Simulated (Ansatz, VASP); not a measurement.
# Cross-check of InAs between VASP and Ansatz, part 2 of 2

Aim: how closely do two programs agree when they are given the same cell, functional and k mesh?

VASP 6.6.1 and Ansatz 0.2.0.

So far: The structure; VASP: band structure, HSE06; Ansatz: band structure, HSE06.

The database entry behind the starting cell is an old determination (1940), so it need not match the best structure at ambient conditions.

## (4) Side by side

Known differences besides the PAW data sets themselves: exact exchange at q = 0 is treated differently, which shows on coarse meshes; VASP keeps PBE cores, Ansatz makes them for the functional; the data sets hold 28 valence electrons in Ansatz (default PAW (the set named soft_2) files) and 18 in VASP; the cutoff is 420 eV in Ansatz and 350 eV in VASP; VASP takes a coarser grid for exact exchange (PRECFOCK = Fast). Total energies have different zeros and are not compared.

The two programs side by side:

```csv
quantity,Ansatz,VASP,difference
gap over the path points (eV),0.567,0.564,+0.003
```

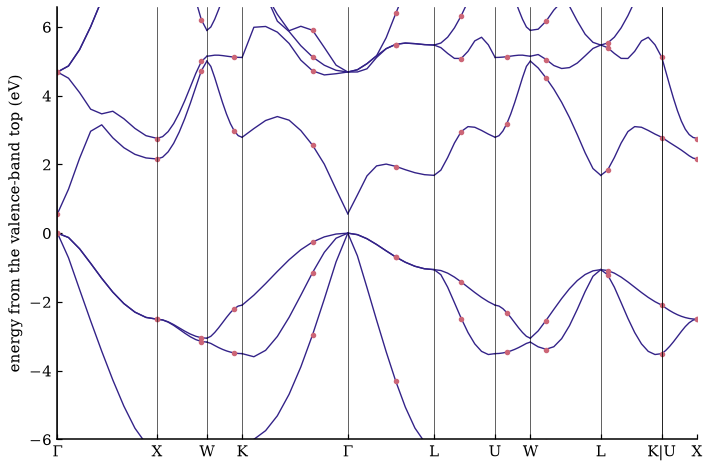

Bands from VASP (lines) and levels from Ansatz (dots). Dots without a line are higher empty bands that the VASP plot leaves out.

Levels at points of the path, from each program's valence-band top (eV; 3 filled, then empty):

| k (reciprocal lattice) | Ansatz | VASP |
| --- | --- | --- |
| 0.000 0.000 0.000 | 0.00 0.00 0.00 0.57 4.68 4.68 | 0.00 0.00 0.00 0.56 4.69 4.69 |
| 0.500 0.000 0.500 | -6.30 -2.51 -2.51 2.15 2.75 10.32 | -6.29 -2.50 -2.50 2.16 2.76 10.31 |
| 0.500 0.222 0.722 | -6.14 -3.16 -3.05 4.72 4.99 6.20 | -6.13 -3.15 -3.04 4.73 4.99 6.21 |
| 0.403 0.347 0.750 | -6.14 -3.50 -2.21 2.96 5.12 7.83 | -6.13 -3.49 -2.20 2.97 5.12 7.83 |
| 0.125 0.125 0.250 | -2.96 -1.15 -0.26 2.56 4.72 5.12 | -2.96 -1.15 -0.26 2.56 4.72 5.13 |
| 0.278 0.278 0.278 | -4.31 -0.70 -0.70 1.94 5.49 5.49 | -4.31 -0.69 -0.69 1.94 5.49 5.49 |
| 0.556 0.389 0.556 | -6.11 -2.49 -1.43 2.95 5.08 6.33 | -6.10 -2.48 -1.42 2.96 5.08 6.33 |
| 0.583 0.250 0.667 | -6.14 -3.47 -2.32 3.18 5.13 7.48 | -6.13 -3.46 -2.31 3.19 5.13 7.48 |
| 0.500 0.306 0.694 | -6.08 -3.39 -2.55 4.52 5.05 6.16 | -6.07 -3.38 -2.54 4.52 5.05 6.16 |
| 0.486 0.486 0.528 | -6.22 -1.22 -1.09 1.83 5.39 5.53 | -6.21 -1.21 -1.09 1.83 5.40 5.53 |

Among the levels compared (up to four filled and three empty ones at each point), filled levels agree within 11 meV and empty ones within 10 meV.

## (5) Ansatz: band structure, HSE06, spin-orbit coupling

Levels along a path test the potential and the projectors away from the mesh points.

The input, input.yaml:

```yaml
crystal:
  lattice:
    - [0.0, 3.0292, 3.0292]
    - [3.0292, 0.0, 3.0292]
    - [3.0292, 3.0292, 0.0]
  atoms:
    - { symbol: In, position: [0.0, 0.0, 0.0] }
    - { symbol: As, position: [0.75, 0.75, 0.75] }
hamiltonian:
  xc: { exchange: pbe, correlation: pbe, exx: { coeff: 0.25, omega: 0.2 } }
  pseudopotentials: { kind: paw_fr }
magnetization:
  noncollinear: true
  spin_orbit: true
kpoints:
  mp_grid: { grid: [4, 4, 4] }
  band_path:
    path:
      - [0.0, 0.0, 0.0]
      - [0.5, 0.0, 0.5]
      - [0.5, 0.22222, 0.72222]
      - [0.40278, 0.34722, 0.75]
      - [0.125, 0.125, 0.25]
      - [0.27778, 0.27778, 0.27778]
      - [0.55556, 0.38889, 0.55556]
      - [0.58333, 0.25, 0.66667]
      - [0.5, 0.30556, 0.69444]
      - [0.48611, 0.48611, 0.52778]
      - [0.625, 0.25, 0.625]
      - [0.5, 0.0, 0.5]
    npoints: 1
scf:
  occupations: { method: gaussian, width: 0.03 }
  n_extra_bands: 14
output:
  forces: true
  stress: true
  eigenvalues: true
```

Run with:

```sh
$ ansatz run input.yaml --threads 4 --pin off --max-ram 9216MiB --backend cpu --events-out ev --progress --plain --runs-dir out
```

Numbers of over 12 decimals in the logs are rounded to 6 here.

Log:

```text
[...]
non-collinear run that drives no moment, with spin-orbit: no starting moment large enough to seed its density (crystal.atoms[].spin), no starting occupations that ask for one, no magnetisation constraint and no magnetic field, so the semilocal B_xc is pinned to zero
Crystal: 2 atoms, lattice volume = 55.592 Å³
[...]
k-point 0: bands = [... 24 lower, 7.5137, 7.5137, 7.5137, 7.5137, 7.9569, 7.9569, 11.7457, 11.7457, ... 10 higher]
  k-point 1: bands = [... 24 lower, 6.6395, 6.6395, 6.9029, 6.9152, 9.3635, 9.3635, 12.6795, 12.6795, ... 10 higher]
  k-point 2: bands = [... 24 lower, 6.1779, 6.1779, 6.4550, 6.4550, 9.0620, 9.0620, 12.7625, 12.7625, ... 10 higher]
  k-point 7: bands = [... 24 lower, 4.1446, 4.2429, 4.2586, 4.3872, 12.3461, 12.3968, 12.5070, 12.6124, ... 10 higher]
[key lines of the parts left out:]
Magnetization: |M| = 0.0000 μB,  M = (+0.0000, +0.0000, +0.0000) μB
Free energy (F): -10456.871302 eV
Fermi energy:    7.736053 eV
P = ⅓ Tr σ = 1.5896 GPa (15.896 kbar)
```

It took 2.8 min on 4 threads of Arm Neoverse V1, shared host; peak memory 1.2 GiB.

## (6) VASP: band structure, HSE06, spin-orbit coupling

The same cell, functional, mesh and smearing now go to VASP, with its own data sets and cutoff.

The input, INCAR:

```
SYSTEM = InAs
PREC = Accurate
ENCUT = 350
EDIFF = 1E-06
NELM = 100
ISMEAR = 0
SIGMA = 0.03
LREAL = .FALSE.
ALGO = Normal
LHFCALC = .TRUE.
AEXX = 0.25
GGA = PE
HFSCREEN = 0.2
LASPH = .TRUE.
LNONCOLLINEAR = .TRUE.
MAGMOM = 0 0 0 0 0 0
NBANDS = 30
GGA_COMPAT = .FALSE.
LSORBIT = .TRUE.
PRECFOCK = Fast
LORBIT = 11
LWAVE = .FALSE.
LCHARG = .FALSE.
KPAR = 4
```

The input, POSCAR:

```
InAs
1.0
    0.0000000000      3.0292000000      3.0292000000
    3.0292000000      0.0000000000      3.0292000000
    3.0292000000      3.0292000000      0.0000000000
In As
1 1
Direct
    0.0000000000      0.0000000000      0.0000000000
    0.7500000000      0.7500000000      0.7500000000
```

The input, KPOINTS:

```
Automatic mesh
0
Gamma
4 4 4
0 0 0
```

The input, KPOINTS_OPT:

```
Line mode
10
Line-mode
Reciprocal
  0.00000000   0.00000000   0.00000000 GAMMA
  0.50000000   0.00000000   0.50000000 X

  0.50000000   0.00000000   0.50000000 X
  0.50000000   0.25000000   0.75000000 W

  0.50000000   0.25000000   0.75000000 W
  0.37500000   0.37500000   0.75000000 K

  0.37500000   0.37500000   0.75000000 K
  0.00000000   0.00000000   0.00000000 GAMMA

  0.00000000   0.00000000   0.00000000 GAMMA
  0.50000000   0.50000000   0.50000000 L

  0.50000000   0.50000000   0.50000000 L
  0.62500000   0.25000000   0.62500000 U

  0.62500000   0.25000000   0.62500000 U
  0.50000000   0.25000000   0.75000000 W

  0.50000000   0.25000000   0.75000000 W
  0.50000000   0.50000000   0.50000000 L

  0.50000000   0.50000000   0.50000000 L
  0.37500000   0.37500000   0.75000000 K

  0.62500000   0.25000000   0.62500000 U
  0.50000000   0.00000000   0.50000000 X
```

Potentials, in the order of the species: In_d and As (PBE family, release 64).

Run with:

```sh
$ mpirun -np 4 vasp_ncl
```

Log:

```text
[... set-up lines as in an earlier step ...]
 entering main loop
       N       E                     dE             d eps       ncg     rms          rms(c)
DAV:   1    -0.916904592820E+01   -0.91690E+01   -0.10956E+00   820   0.174E+01    0.333E+00
DAV:   2    -0.918113214916E+01   -0.12086E-01   -0.96189E-02   708   0.343E+00    0.358E+00
DAV:   3    -0.917766160912E+01    0.34705E-02   -0.11889E-02   852   0.154E+00    0.310E+00
DAV:   4    -0.917657773108E+01    0.10839E-02   -0.11361E-03   838   0.478E-01    0.199E+00
DAV:   5    -0.917631994134E+01    0.25779E-03   -0.25915E-04   754   0.194E-01    0.123E+00
DAV:   6    -0.917625127163E+01    0.68670E-04   -0.50068E-05   770   0.885E-02    0.756E-01
DAV:   7    -0.917622969289E+01    0.21579E-04   -0.10519E-05   696   0.418E-02    0.454E-01
DAV:   8    -0.917622393969E+01    0.57532E-05   -0.44354E-06   612   0.222E-02    0.272E-01
DAV:   9    -0.917622401751E+01   -0.77826E-07   -0.18941E-06   628   0.124E-02
   1 F= -.91762240E+01 E0= -.91762240E+01  d E =-.360634E-21  mag=    -0.0000    -0.0000    -0.0000
 Start KPOINTS_OPT (optional k-point list driver)
k-point batch [1-10\100]
       N       E                     dE             ncg
DAV:   1     0.465226046094E+03   -0.16594E+04      600
DAV:   2    -0.106856795372E+04   -0.15338E+04      626
DAV:   3    -0.123867370583E+04   -0.17011E+03      752
DAV:   4    -0.124685615547E+04   -0.81824E+01      736
DAV:   5    -0.124713994406E+04   -0.28379E+00      944
DAV:   6    -0.124714405523E+04   -0.41112E-02      804
DAV:   7    -0.124714418712E+04   -0.13189E-03      932
DAV:   8    -0.124714418958E+04   -0.24606E-05      732
DAV:   9    -0.124714418965E+04   -0.70637E-07      524
[...]
k-point batch [91-100\100]
       N       E                     dE             ncg
DAV:   1     0.316096995370E+03   -0.45949E+04      600
DAV:   2    -0.117032423974E+04   -0.14864E+04      606
DAV:   3    -0.132138430449E+04   -0.15106E+03      770
DAV:   4    -0.132724155601E+04   -0.58573E+01      754
DAV:   5    -0.132751108268E+04   -0.26953E+00      934
DAV:   6    -0.132751506575E+04   -0.39831E-02      788
DAV:   7    -0.132751519615E+04   -0.13040E-03      942
DAV:   8    -0.132751519847E+04   -0.23209E-05      790
DAV:   9    -0.132751519853E+04   -0.59873E-07      596
```

From OUTCAR (step 6):

```text
 POSITION                                       TOTAL-FORCE (eV/Angst)
 -----------------------------------------------------------------------------------
      0.00000      0.00000      0.00000         0.000000     -0.000000     -0.000000
      4.54380      4.54380      4.54380        -0.000000      0.000000      0.000000
 -----------------------------------------------------------------------------------
    total drift:                                0.000003     -0.000005      0.000007

  FREE ENERGIE OF THE ION-ELECTRON SYSTEM (eV)
  ---------------------------------------------------
  free  energy   TOTEN  =        -9.1762240175 eV

  energy  without entropy=       -9.1762240175  energy(sigma->0) =       -9.17622402

 magnetization (x)
# of ion       s       p       d       tot
------------------------------------------
    1       -0.000   0.000  -0.000  -0.000
    2       -0.000   0.000  -0.000   0.000
--------------------------------------------------
tot         -0.000   0.000  -0.000   0.000

 magnetization (y)
# of ion       s       p       d       tot
------------------------------------------
    1        0.000   0.000   0.000   0.000
    2        0.000   0.000   0.000   0.000
--------------------------------------------------
tot          0.000   0.000   0.000   0.000

 magnetization (z)
# of ion       s       p       d       tot
------------------------------------------
    1        0.000   0.000  -0.000   0.000
    2        0.000   0.000  -0.000   0.000
--------------------------------------------------
tot          0.000   0.000  -0.000   0.000

[... 1 part as in an earlier step ...]

[... 2 further parts left out ...]
[key lines of the parts left out:]
E-fermi :   4.3639
```

## (7) Side by side

What differs besides the data sets and the points named for the pairs above, as far as they apply: spin-orbit coupling enters by fully relativistic files in Ansatz and inside the spheres in VASP; the data sets hold 28 valence electrons in Ansatz (fully relativistic PAW (standard-fr) files) and 18 in VASP. Total energies have different zeros and are not compared.

Both answers:

| quantity | Ansatz | VASP | difference |
| --- | --- | --- | --- |
| gap over the path points (eV) | 0.443 | 0.442 | +0.002 |

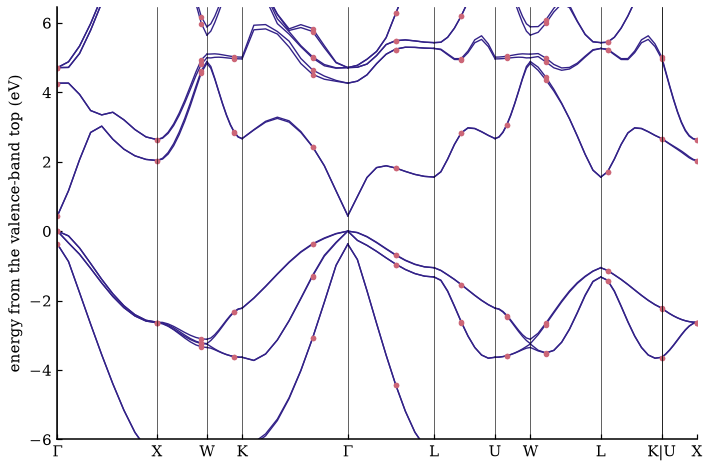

Bands from VASP (lines) and levels from Ansatz (dots). Dots without a line are higher empty bands that the VASP plot leaves out.

Levels at points of the path, from each program's valence-band top (eV; 6 filled, then empty):

```
k (reciprocal lattice)                                                               Ansatz                                                                 VASP
     0.000 0.000 0.000        -0.39 -0.39 0.00 0.00 0.00 0.00 0.44 0.44 4.23 4.23 4.70 4.70        -0.38 -0.38 0.00 0.00 0.00 0.00 0.44 0.44 4.26 4.26 4.71 4.71
     0.500 0.000 0.500  -6.43 -6.43 -2.65 -2.65 -2.64 -2.64 2.02 2.02 2.62 2.62 10.13 10.13  -6.42 -6.42 -2.64 -2.64 -2.62 -2.62 2.03 2.03 2.63 2.63 10.13 10.13
     0.500 0.222 0.722    -6.30 -6.23 -3.35 -3.26 -3.24 -3.11 4.56 4.62 4.81 4.94 5.97 6.17    -6.29 -6.22 -3.33 -3.24 -3.22 -3.10 4.57 4.62 4.81 4.94 5.98 6.17
     0.403 0.347 0.750    -6.30 -6.24 -3.63 -3.63 -2.34 -2.33 2.83 2.85 4.97 5.02 7.61 7.76    -6.29 -6.23 -3.62 -3.61 -2.33 -2.32 2.84 2.85 4.97 5.02 7.62 7.76
     0.125 0.125 0.250    -3.09 -3.09 -1.31 -1.28 -0.38 -0.37 2.42 2.43 4.50 4.64 4.97 5.01    -3.08 -3.08 -1.30 -1.27 -0.38 -0.36 2.43 2.44 4.52 4.64 4.99 5.02
     0.278 0.278 0.278    -4.44 -4.44 -0.96 -0.96 -0.70 -0.69 1.81 1.81 5.23 5.23 5.48 5.49    -4.43 -4.43 -0.95 -0.95 -0.69 -0.68 1.82 1.82 5.24 5.24 5.49 5.49
     0.556 0.389 0.556    -6.25 -6.22 -2.63 -2.62 -1.55 -1.55 2.82 2.82 4.93 4.96 6.19 6.19    -6.24 -6.21 -2.62 -2.61 -1.54 -1.54 2.83 2.83 4.94 4.97 6.20 6.20
     0.583 0.250 0.667    -6.29 -6.24 -3.61 -3.60 -2.46 -2.44 3.04 3.06 4.98 5.04 7.27 7.42    -6.28 -6.22 -3.59 -3.59 -2.45 -2.43 3.05 3.07 4.98 5.04 7.28 7.42
     0.500 0.306 0.694    -6.23 -6.17 -3.53 -3.52 -2.70 -2.66 4.35 4.43 4.86 4.98 5.99 6.09    -6.22 -6.16 -3.52 -3.51 -2.68 -2.65 4.35 4.43 4.87 4.98 5.99 6.09
     0.486 0.486 0.528    -6.35 -6.34 -1.44 -1.43 -1.14 -1.14 1.70 1.70 5.21 5.23 5.43 5.44    -6.34 -6.33 -1.42 -1.41 -1.14 -1.13 1.71 1.71 5.23 5.24 5.44 5.44
```

Among the levels compared (up to four filled and three empty ones at each point), filled levels agree within 18 meV and empty ones within 30 meV.

## (8) Outcome

* difference in gap over the path points (band structure, HSE06): 0.0028 eV
* difference in gap over the path points (band structure, HSE06, spin-orbit coupling): 0.0015 eV

The difference in gap over the path points is 0.0028 eV (band structure, HSE06), within the 0.08 eV picked in this series as the mark of a large difference. Differences of this kind measure data sets and numerical settings, not the functional's error against experiment.

[Lines on the potential files, build, host, timing and source positions are cut from VASP's logs without a mark.]

[Logs are printed without paths, hosts, clocks, repeated set-up lines and the standing remarks that a program may print on its own settings, such as how far it seeks lower states.]

[Hosts, paths, dates, database ids (printed as entryN), source tags and the programs' standing remarks are cut or masked in the printed files.]
